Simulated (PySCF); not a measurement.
C3H7OS, doublet, SMILES `COCC[S]`.

Level of theory: HF/6-311+G** (PySCF), at a geometry from GFN2-xTB. No frequency check shows the geometry to be a minimum. GFN2-xTB bond lengths at metals and heavier atoms can be off by up to 0.1 Å and shapes distorted, which carries into these values. GFN2-xTB doesn't know the spin state, so this open-shell geometry is rough.

Geometry (Å), atoms numbered from 1:

```
C1      -2.4623   -0.5309    0.2295
O2      -1.7288    0.5326   -0.3276
C3      -0.4245    0.6752    0.1640
C4       0.5446   -0.3735   -0.4043
S5       2.2258   -0.0656    0.1267
H6      -2.0746   -1.5064   -0.0844
H7      -3.4817   -0.4214   -0.1351
H8      -2.4591   -0.4828    1.3248
H9      -0.0995    1.6708   -0.1489
H10     -0.4111    0.6247    1.2626
H11      0.5213   -0.3447   -1.4952
H12      0.2746   -1.3753   -0.0654
```

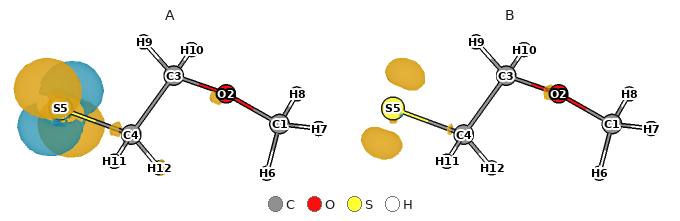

The two Fukui functions at ±0.15 e/Å³ (yellow positive, teal negative).

### Why do the two look alike?

The electron leaves from or enters the same singly occupied orbital. A is f⁻, B is f⁺. f⁻ (Hirshfeld-condensed) is largest on S5 (0.67); the vertical ionisation energy is 10.34 eV (to the singlet cation, which needn't be its lowest state). f⁺ (Hirshfeld-condensed) is largest on S5 (0.69); the vertical electron affinity is 0.93 eV (to the singlet anion, which needn't be its lowest state).
